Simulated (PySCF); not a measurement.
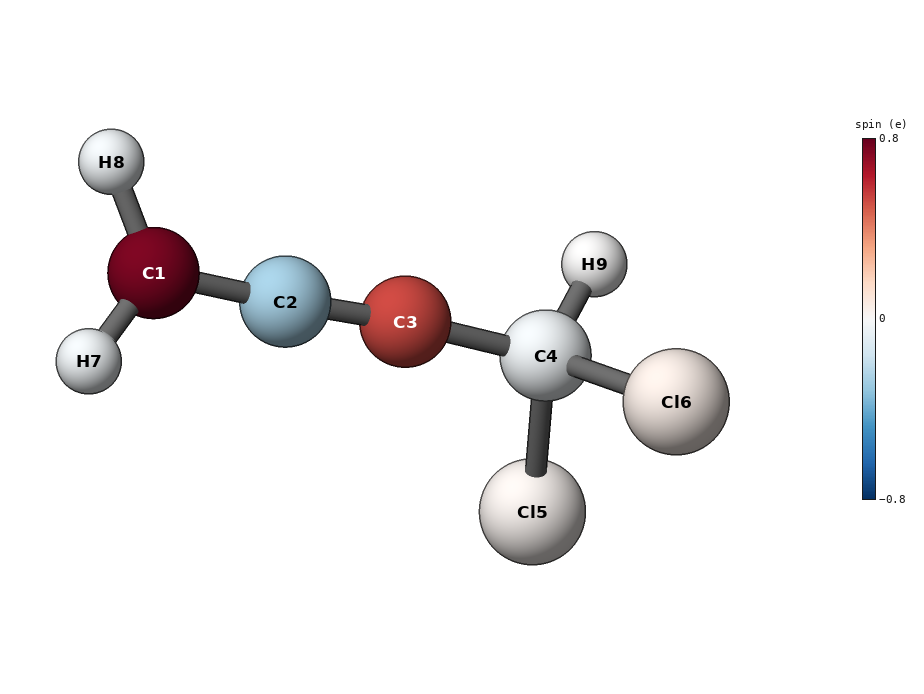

Atoms are coloured by their Mulliken spin populations. State: neutral, doublet. The computed structure is the end point of a GFN2-xTB optimisation. No frequency run is at hand to confirm it as a minimum. Method: UKS B3LYP, pcH-1 on C Cl H, non-relativistic (PySCF 2.14.0).

List the Mulliken spin populations.

| atom | value (e) |
| --- | --- |
| C1 | 0.75 |
| C2 | −0.27 |
| C3 | 0.53 |
| C4 | −0.03 |
| Cl5 | 0.03 |
| Cl6 | 0.06 |
| H7 | −0.03 |
| H8 | −0.03 |
| H9 | 0.00 |

Mulliken values depend strongly on the basis set.
